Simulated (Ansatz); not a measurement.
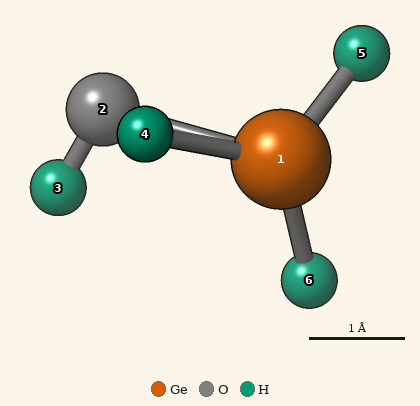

The structure as given in the input (ball-and-stick view, seen at a tilt; atoms are numbered from 1 in the order of the input). Sticks mark near contacts.

# GeH₄O: frequency calculation

System: GeH₄O.
Method: RKS r2SCAN/def2-SVP (Ansatz 0.2.0).

It belongs to a series of runs on one base structure; here: vibrations at the highest image of the band. Figures and captions count atoms from 1; the log counts them from 0 in places.

Input:
```yaml
crystal:
  periodic: [false, false, false]
  atoms:
    - { symbol: Ge, position_ang: [0.17972, 0.018942, -0.343182] }
    - { symbol: O, position_ang: [0.701882, 0.224349, 1.616525] }
    - { symbol: H, position_ang: [0.657658, -0.66011, 2.017711] }
    - { symbol: H, position_ang: [1.551621, 0.003034, 0.513239] }
    - { symbol: H, position_ang: [-0.6795, 1.287126, -0.560691] }
    - { symbol: H, position_ang: [-0.838179, -1.154741, -0.317201] }
basis:
  gaussian: { orbitals: def2-SVP }
hamiltonian:
  xc: r2scan
phonons: {}
```

Command:
```bash
ansatz run input.yaml --threads 1 --pin off --max-ram 2048MiB --backend cpu --events-out ev --progress --plain --runs-dir out
```

Log:
```
Engine: ansatz 0.2.0, aarch64-unknown-linux-gnu
Functional definition: r2SCAN
  parameter k0 = 0.174
  parameter k1 = 0.065
  parameter a1 = 4.9479
  exchange = r2scan_x(k0 = k0, k1 = k1, a1 = a1)
  correlation = r2scan_c
726 factors; their error is unknown
mean field evaluation 1: about -58612.8452 eV, gradient 5.4e1 eV
mean field evaluation 2: about -58553.9712 eV, gradient 1.6e2 eV
mean field evaluation 4: about -58617.8031 eV, gradient 1.1e1 eV
mean field evaluation 8: about -58618.1774 eV, gradient 1.8e-1 eV
mean field evaluation 16: about -58618.1360 eV, gradient 3.3e-5 eV
mean field -58618.13602765 eV, -2154.1767662164 hartree, gradient 3.3e-5 eV, S^2 0.000000; 0 other end points of the search recorded, 0 dependent functions left out
the calculation of the forces begins
reference -58618.13603583 eV, -2154.1767665171 hartree; 22, 22 occupied and 44, 44 virtual orbitals, 726 factors
these checks for a lower state are left out or cut short: stability, starts, cluster_reference, orbital_swaps, neighbouring_geometries, increment
726 factors; their error is unknown
mean field -58618.13597646 eV, -2154.1767643352 hartree, gradient 2.5e-6 eV, S^2 0.000000; 0 other end points of the search recorded, 0 dependent functions left out
[... from here on the field's lines of each further geometry are left out, up to the last ...]
the calculation of the forces begins
reference -58618.13602203 eV, -2154.1767660101 hartree; 22, 22 occupied and 44, 44 virtual orbitals, 726 factors
these checks for a lower state are left out or cut short: stability, starts, cluster_reference, orbital_swaps, neighbouring_geometries, increment
726 factors; their error is unknown
mean field -58618.13603291 eV, -2154.1767664096 hartree, gradient 2.1e-6 eV, S^2 0.000000; 0 other end points of the search recorded, 0 dependent functions left out
the calculation of the forces begins
reference -58618.13604109 eV, -2154.1767667103 hartree; 22, 22 occupied and 44, 44 virtual orbitals, 726 factors
WARN: phonons: modes at or below zero, which the zero-point energy, F, S and C_V leave out: 1, the lowest at -1295.39 cm⁻¹. A minimum has none, and a first-order saddle one
Total energy: -58618.13603583 eV, -2154.1767665171 hartree
Atom 0 at     0.179720     0.018942    -0.343182 Å, force     0.009870     0.005105     0.035684 eV/Å
Atom 1 at     0.701882     0.224349     1.616525 Å, force     0.009428    -0.008551    -0.035398 eV/Å
Atom 2 at     0.657658    -0.660110     2.017711 Å, force     0.007813     0.004403     0.000470 eV/Å
Atom 3 at     1.551621     0.003034     0.513239 Å, force    -0.044748    -0.001896     0.006433 eV/Å
Atom 4 at    -0.679500     1.287126    -0.560691 Å, force     0.007021    -0.001862    -0.003381 eV/Å
Atom 5 at    -0.838179    -1.154741    -0.317201 Å, force     0.010615     0.002801    -0.003809 eV/Å
Dipole moment:    -0.006605    -0.292907     0.000903 e Å
Vibrations: -1295.39 355.19 460.95 568.87 698.73 801.91 912.74 1021.51 1890.30 2062.57 2097.00 3771.32 cm⁻¹, zero-point energy 0.907631 eV
```

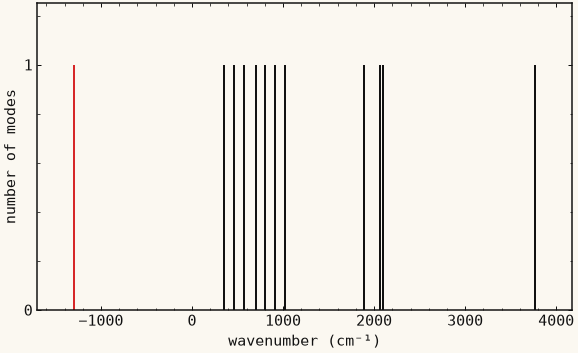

Harmonic vibrational wavenumbers from the force constants; neighbouring modes closer than 23 cm⁻¹ are counted in one stick, and imaginary ones are drawn at negative wavenumbers. 12 modes from 1295i to 3771 cm⁻¹, 1 imaginary beyond 8i (1295i cm⁻¹): a first-order saddle point, if the geometry is stationary.

Results in brief:

```json
{"quantity": "outcome", "value": "converged"}
{"quantity": "total energy", "value": "−58618.1360 eV"}
{"quantity": "mean-field energy", "value": "−58618.1360 eV"}
{"quantity": "largest force (length of the vector)", "value": "0.045 eV/Å"}
{"quantity": "hardware", "value": "1 thread of Arm Neoverse V1, 24 GiB of memory available, shared host"}
{"quantity": "wall time", "value": "56 s"}
{"quantity": "peak memory", "value": "0.11 GiB"}
```
